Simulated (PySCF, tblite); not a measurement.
# C6H10OSi: geometry, infrared bands and NMR shifts

Wanted: the infrared bands and NMR shifts of C6H10OSi (`C=CC[Si@H](O)C#CC`), by calculation.

Computed with tblite 0.8.0 and PySCF 2.14.0, with density-fitted response routines of our own, on a single molecule in the gas phase. Atoms count from 0, in the outputs and in this text.

### 1 The starting structure

18 atoms, charge 0, multiplicity 1; geometry from: force field or distance geometry start.

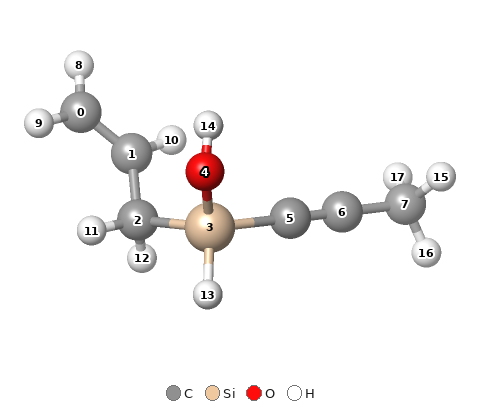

As it starts; carbon grey, silicon light orange, oxygen red, hydrogen white, atoms numbered; sticks join atoms by distance.

### 2 Relaxing the molecule with GFN2-xTB

Job settings and geometry (Å):

```
{"job": {"kind": "relax", "xc": "GFN2-xTB", "basis": "xTB"}, "charge": 0, "multiplicity": 1}
C     -3.185400     0.708400    -0.120400
C     -1.943600     0.448600    -0.512600
C     -1.394200    -0.951100    -0.723800
Si     0.009200    -1.449500     0.422600
O     -0.474500    -1.433000     2.034400
C      1.490800    -0.329400     0.176100
C      2.443000     0.397600     0.018800
C      3.604900     1.276000    -0.161100
H     -3.524500     1.733000     0.010300
H     -3.920500    -0.078600     0.073300
H     -1.264200     1.274100    -0.697100
H     -2.208800    -1.691400    -0.620600
H     -1.049700    -1.016100    -1.750500
H      0.405500    -2.849300     0.100900
H     -0.711700    -0.544800     2.368500
H      4.091200     1.473000     0.801800
H      4.330900     0.815400    -0.834200
H      3.292900     2.223500    -0.597800
```

Started as:

```
$ OMP_NUM_THREADS=1 python probes_run.py task.json out
```

One launch serves the whole session: the jobs run in the order shown.

**Question.** This job is followed by: GFN2-xTB harmonic vibrations, gas phase; GIAO PBE0/pcSseg-1 NMR shielding, non-relativistic, gas phase. Predict these results of the whole session: strongest single infrared mode (GFN2-xTB); zero-point energy (GFN2-xTB); 13C shifts against TMS (PBE0/pcSseg-1); 1H shifts against TMS (PBE0/pcSseg-1, means over atoms taken as alike); 29Si shifts against TMS (PBE0/pcSseg-1); 17O shifts against H2O (PBE0/pcSseg-1).

The runs gave:

| quantity | value |
| --- | --- |
| strongest single infrared mode (GFN2-xTB) | 810 cm⁻¹, 382 km/mol |
| zero-point energy (GFN2-xTB) | 86.3 kcal/mol |
| 13C shifts against TMS (PBE0/pcSseg-1) | 143.2, 119.3, 110.5, 87.5, 30.7, 5.7 ppm |
| 1H shifts against TMS (PBE0/pcSseg-1, means over atoms taken as alike) | 6.38, 5.26, 5.25, 4.83, 2.11, 2.05, 1.78, 1.74 ppm |
| 29Si shifts against TMS (PBE0/pcSseg-1) | -43.5 ppm |
| 17O shifts against H2O (PBE0/pcSseg-1) | 23.6 ppm |

**Reading.** Over 75 steps the energy fell by 0.169 eV; of the close pairs, Si3–O4 changed most, 1.683 to 1.628 Å. The lowest mode is imaginary (31i cm⁻¹), so the xTB geometry is not a minimum. The strongest single mode, at 810 cm⁻¹, moves mainly H14. Unscaled tight-binding wavenumbers are off by several per cent, some by more. Its intensities can rank the bands wrongly. The most deshielded carbon is C1 (alkene CH), at 143.2 ppm: as expected for a trigonal carbon in a double bond. The most deshielded hydrogen is H10 (hydrogen on an alkene CH), at 6.38 ppm: attached to an sp2 carbon and in the plane of the double bond. At PBE0/pcSseg-1: The largest span, 282 ppm, is at C6, where the paramagnetic term is -199 ppm.
